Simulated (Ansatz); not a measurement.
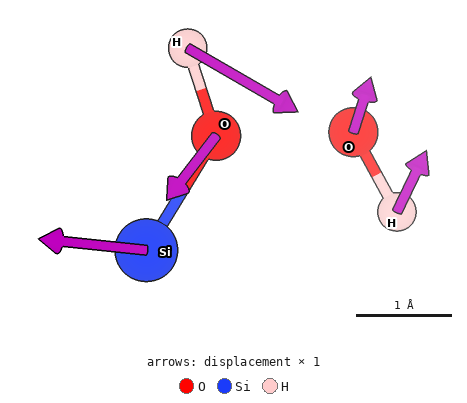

A relaxation of SiH$_{2}$O$_{2}$. The starting structure is drawn; purple arrows show the displacements, at their true length. The two geometries are superimposed by the best rigid fit.

The picture is a ball-and-stick view, seen at a tilt.

It is one of the separated reactants of a reaction.

Theory: RKS PBE-D4/def2-SVP (Ansatz). Settings: force threshold 0.03 eV/Å; at most 250 steps.

Q: What did the optimiser do to the structure, and how much energy did it gain?

A: The atom that moves furthest after the best rigid fit is an H atom (1.44 Å). By element the largest moves are H 1.44 Å, Si 1.27 Å, O 0.97 Å. Some distances before and after: O–O 1.617 → 2.892 Å, H–O 2.090 → 0.982 Å, H–O 0.970 → 1.914 Å, O–Si 1.512 → 1.546 Å. New bonds form: H–O (2.09 → 0.98 Å). Bonds break: H–O (0.97 → 1.91 Å). Over 17 accepted moves (22 points after the start) the energy falls by 5.725 eV. The largest force component goes from 6.6 to 0.014 eV/Å. The line search rejected the trial steps at points 10, 16, 17, 19, 21 of the run. The forces were under the threshold at step 15, but the run went on from there. The run took 15 s on 2 threads of Arm Neoverse V1 (shared host).
